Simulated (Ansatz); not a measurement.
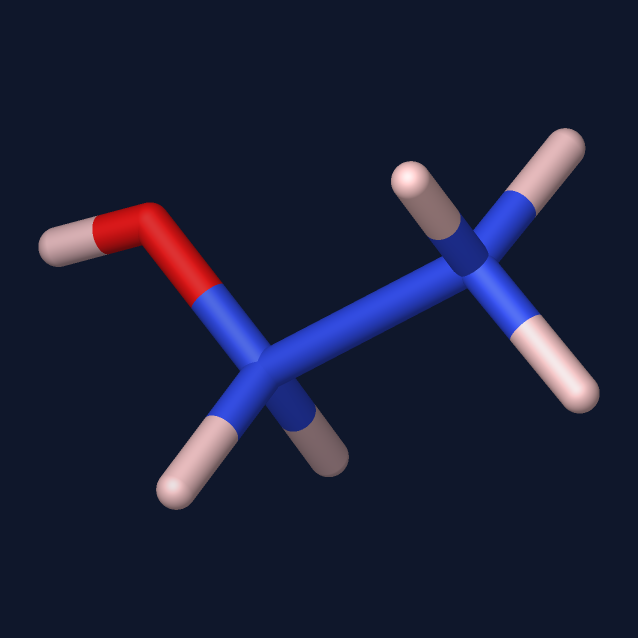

A stick model of a molecule. Colours: silicon blue, hydrogen pink, oxygen red.

Describe the molecule.

Formula H6OSi2. The point group is Cs. Coordination: 2 Si tetrahedral; 1 O bent.

The parts below concern this one geometry. Atoms keep their numbers from picture to picture. The computed structure is the end point of a PBE0-D4/def2-TZVP optimisation.

**Electronic properties**

Method: RKS CAM-B3LYP-D4/def2-TZVPP (Ansatz 0.2.0).

What is the dispersion correction?

−13.3 kJ/mol.

**Dipole moment**

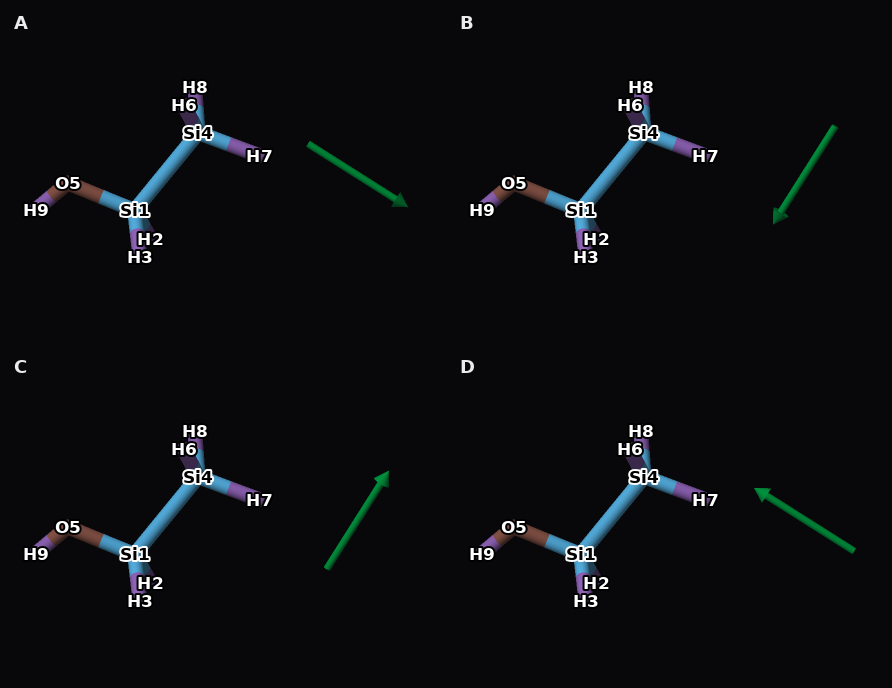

The same molecule four times, each with an arrow. Properties computed with RKS PBE0-D4/def2-TZVP (Ansatz 0.2.0).

Which arrow points along the dipole moment, from the negative to the positive end?

B. The dipole moment is 1.34 D; it points from the side of H6, H8 to the side of H9 (the outermost atoms at the two ends).

**Charges**

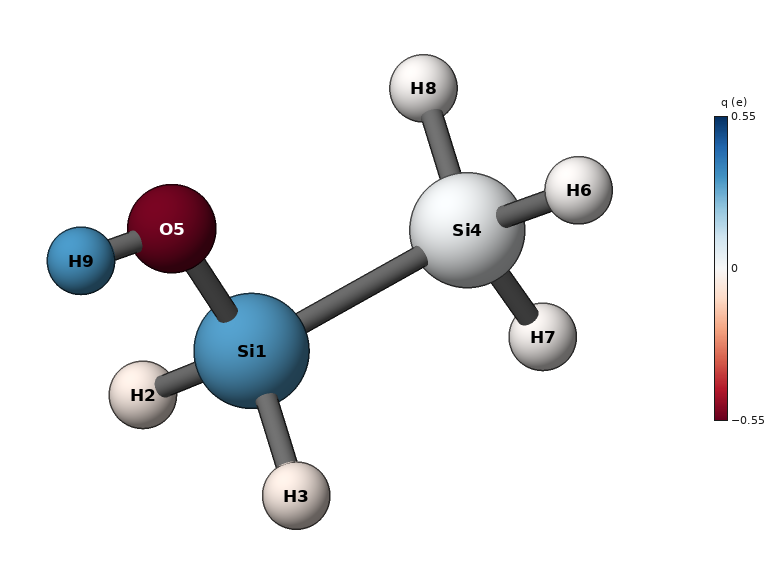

Atoms are coloured by their Mulliken charges. Level of theory: RKS PBE0-D4/def2-TZVP (Ansatz 0.2.0).

Which atom carries the highest charge (most positive or least negative)?

H9 (0.32 e).

And the lowest?

O5 (−0.52 e).

List the Mulliken charges.

```json
{"atom": "Si1", "value (e)": "0.31"}
{"atom": "H2", "value (e)": "−0.04"}
{"atom": "H3", "value (e)": "−0.04"}
{"atom": "Si4", "value (e)": "0.02"}
{"atom": "O5", "value (e)": "−0.52"}
{"atom": "H6", "value (e)": "−0.01"}
{"atom": "H7", "value (e)": "−0.01"}
{"atom": "H8", "value (e)": "−0.01"}
{"atom": "H9", "value (e)": "0.32"}
```

Mulliken values depend strongly on the basis set and can even reverse the polarity of a bond.
